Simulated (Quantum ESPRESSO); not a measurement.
A computed O K-edge spectrum of one site in a crystal of O and Ti, with its zero at a photon energy of about 528.8 eV (raw 537.7 eV, less 8.9 eV of added terms; uncertain by a few eV). Method: Quantum ESPRESSO XSpectra, PBE, full core hole (charged cell) in a small cell, dipole transitions, broadening that rises with energy.

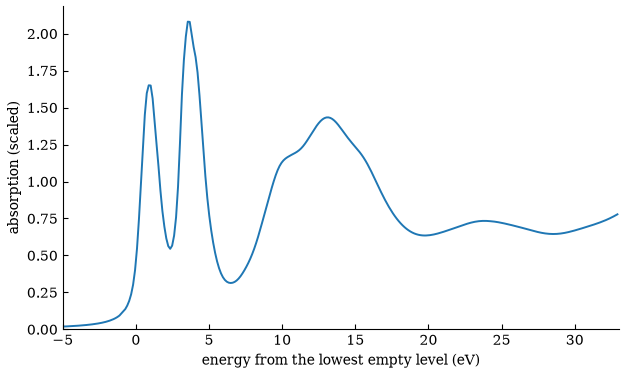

Energy from the lowest empty level; intensity scaled to a mean of 1 over the first 20 eV.

**Question.** What surroundings does the absorber have?

A K edge sees empty p states; the first features are O p mixed into the empty d states of the Ti neighbours, and the broad ones above probably into the cations' higher empty bands. Ti is d⁰ and octahedral here, so the pair, 2.7 eV apart, is its t₂g and e_g bands. It is atom 3 of TiO2 (Rutile, P4_2/mnm), with 2 Ti at 1.95 Å and 1 Ti at 1.98 Å (distorted trigonal planar, site symmetry m2m). Its main maxima below 24 eV lie at 0.9 eV (1.65), 3.5 eV (2.08), 13.2 eV (1.43) and 23.8 eV (0.73). A near-edge spectrum doesn't fix the structure by itself; it is matched against candidates. The holes are only 5.5 Å apart, so the shape is probably not converged with cell size; no larger cell was run here. The structure is a published determination, not relaxed.

[Hosts, paths, dates, database ids (printed as entryN), source tags and the programs' standing remarks are cut or masked in the printed files.]

[Lists of maxima count a maximum above −3 eV only where it reaches 4 % of the highest in the window and stands out from its surroundings by 2 % of it (1.5 % where it reaches 55 %); shoulders and weaker maxima are passed over, and of the rest the first, up to two pre-edge ones and the few strongest are named.]
